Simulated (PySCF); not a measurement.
# Cl3Co (CoCl3): the cost of one run

The runs use PySCF 2.14.0, with density-fitted response routines of our own; the level of theory stands in each step. All values are computed, except where a source is named. Atoms count from 0, in the outputs and in this text.

## 1. The molecule as given

4 atoms, charge 0, multiplicity 5; geometry from: GFN2-xTB. The atoms were then displaced at random by about 0.03 Å, so the start is not that level's minimum.

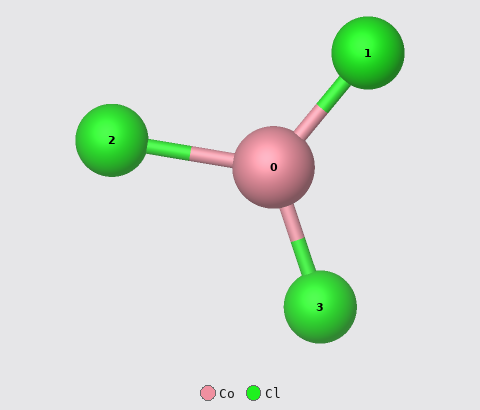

The starting geometry (cobalt pink, chlorine green), atoms numbered.

## 2. Relaxing the molecule at PBE0-D3(BJ)/def2-SVP

The job: settings as JSON, then the geometry in Å.

```
{"job": {"xc": "PBE0", "basis": "def2-SVP", "d3": "d3bj", "grid": 1, "maxiter": 40, "shake": 0.03, "kind": "geom"}, "charge": 0, "multiplicity": 5}
Co     0.061220    -0.076670     0.011660
Cl     2.033960    -0.039670     0.006180
Cl    -1.063270     1.782340    -0.042070
Cl    -0.948620    -1.756440    -0.006240
```

Launch:

```bash
$ OMP_NUM_THREADS=1 python probes_run.py task.json out
```

One launch serves the whole session: the jobs run in the order shown.

**Question.** How long does this first job take on 1 thread of Intel Xeon 6975P-C, shared host, and how much memory does it need?

About 64 s, with a peak of 0.39 GiB.
